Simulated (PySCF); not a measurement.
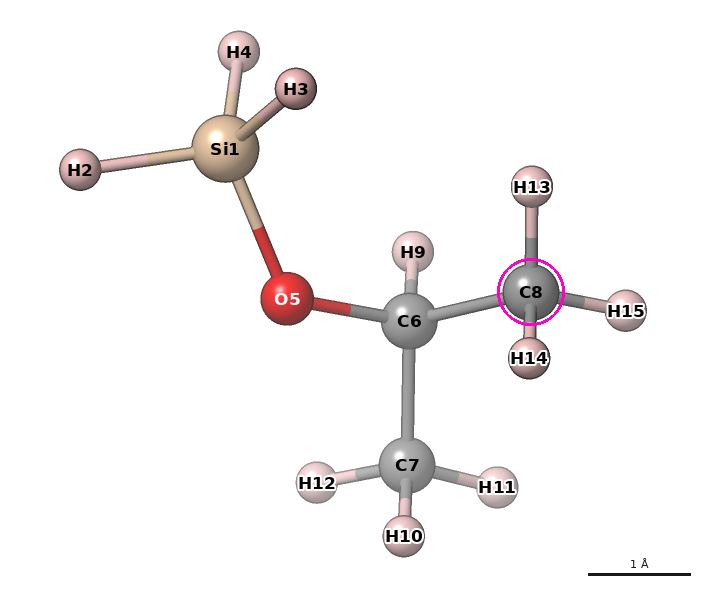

Orthographic view. Distant atoms are faded towards the background colour. Computed geometry: PBE0-D3(BJ)/def2-SVP optimisation. No frequency run is at hand to confirm it as a minimum.

Name the neighbours of the circled atom.

Answer. The circled atom is C8; it is bonded to C6, H13, H14, H15.

Which atom is nearest the viewer?

Answer. H3, 1.9 Å in front of the mean position.

What is the shortest path along bonds from the circled atom to H11?

Answer. C8–C6–C7–H11, 3 bonds; through space the two are 2.80 Å apart.

Of Si1 and H4, which is nearer the viewer?

Answer. Si1; the bond to H4 points away from the viewer, so it looks shorter than its 1.50 Å.
